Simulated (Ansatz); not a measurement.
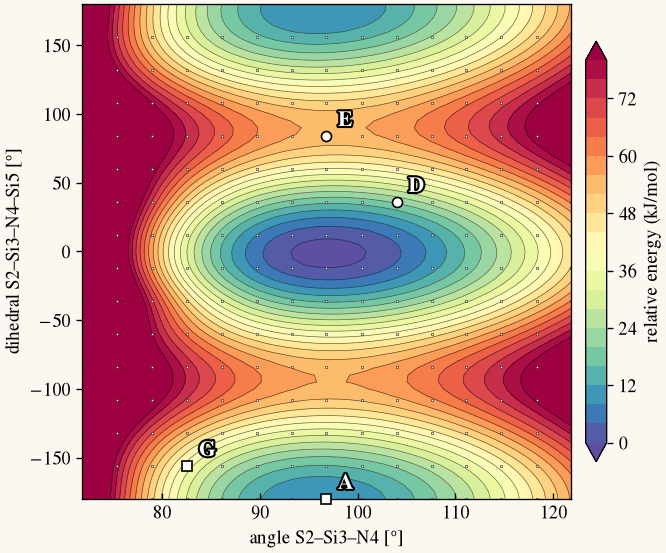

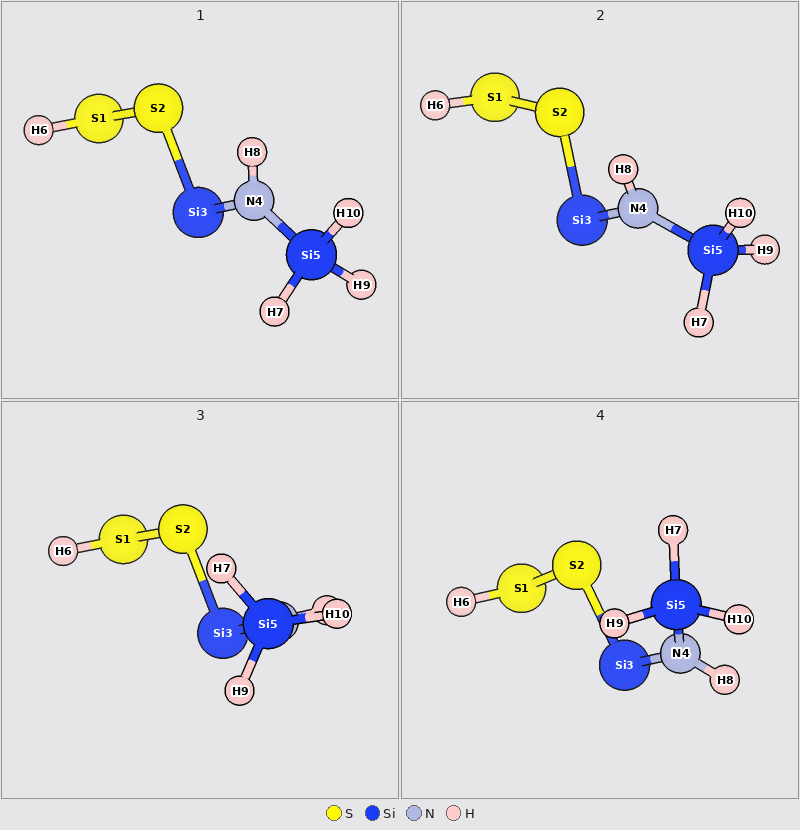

H5NS2Si2. First axis: angle S2–Si3–N4. Second axis: dihedral S2–Si3–N4–Si5. Nothing is relaxed (all other coordinates rigid). The scan uses a 15 × 15 grid. Energies are in kJ/mol, from the lowest grid point. Computed with Ansatz, RKS PBE-D4/def2-SVP.

In the figure: filled contours, dots at the grid points, one colour for all values above the top of the scale, lettered points. Between grid points the surface is interpolated. The numbered pictures are the structures at these points, in random order.

Which structure belongs to which point?

Answer. A is structure 1: angle S2–Si3–N4 = 96.8°, dihedral S2–Si3–N4–Si5 = −180°, 8 kJ/mol; D is structure 4: angle S2–Si3–N4 = 104.0°, dihedral S2–Si3–N4–Si5 = 36°, 21 kJ/mol; E is structure 3: angle S2–Si3–N4 = 96.8°, dihedral S2–Si3–N4–Si5 = 84°, 55 kJ/mol; G is structure 2: angle S2–Si3–N4 = 82.6°, dihedral S2–Si3–N4–Si5 = −156°, 38 kJ/mol.
